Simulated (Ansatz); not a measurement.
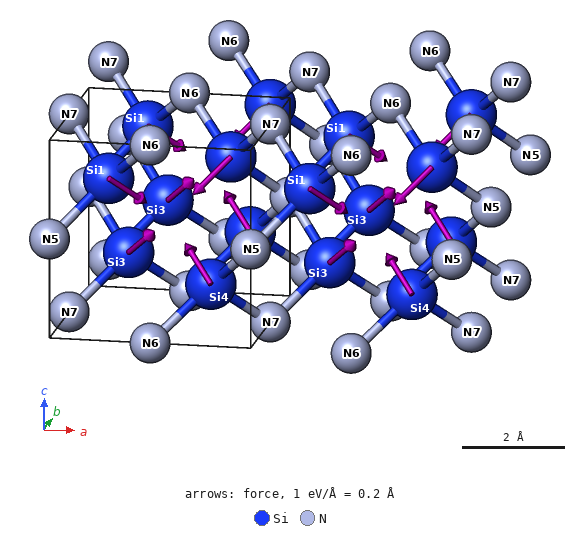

Starting geometry of solid Si4N3 (a generated structure, set up in P-43m) (coarse preliminary run) with the computed forces as purple arrows. Style: ball-and-stick. Shown: the cell of the calculation, repeated 2 × 2 × 1 with one cell outlined, slightly off an axis.

Computed with DFT PBE, scalar-relativistic, plane waves, PAW in Ansatz. Settings: plane-wave cutoff 420 eV; k-point mesh 4 × 4 × 4; occupations gaussian; smearing width 0.1 eV; no spin polarisation; cell and atoms relaxed; force threshold 0.04 eV/Å; at most 70 steps.

Is this structure relaxed? If not, where do the atoms go?

Answer. It isn't relaxed: the largest force vector, on Si atoms, is 5.63 eV/Å. The atoms end up moving mostly along the starting forces (cosine between the two patterns 1.00). The largest moves relative to the cell, 0.26 Å, are those of Si atoms. N stays in place. The drawn cell changes as follows: a = b = c 4.042 → 4.165 Å (+3.1 %); the volume changes by +9.5 %. Some distances before and after: Si–Si 2.808 → 3.321 Å, Si–Si 2.907 → 2.570 Å, N–Si 1.740 → 1.893 Å. Bond angles that change, for instance: Si–N–Si 107.6° → 122.6°, N–Si–N 110.4° → 102.2°, Si–N–Si 110.4° → 103.3°. The space group stays P-43m (No. 215). After 6 accepted moves (8 points after the start) the energy has fallen by 676 meV per atom. The largest force component goes from 3.3 to 0.0026 eV/Å. The pressure goes from 42.68 to 0.05 GPa. The SCF was repeated twice at an unchanged geometry on a basis and grid sized afresh for the cell, which shifted the energy by 3.5 meV per atom at most. Cost: 17 s on 1 thread of Arm Neoverse V1, with other jobs on the host, peak memory 0.29 GiB.

Limits of the set-up: the k-point mesh is coarse for a cell with partly filled bands.
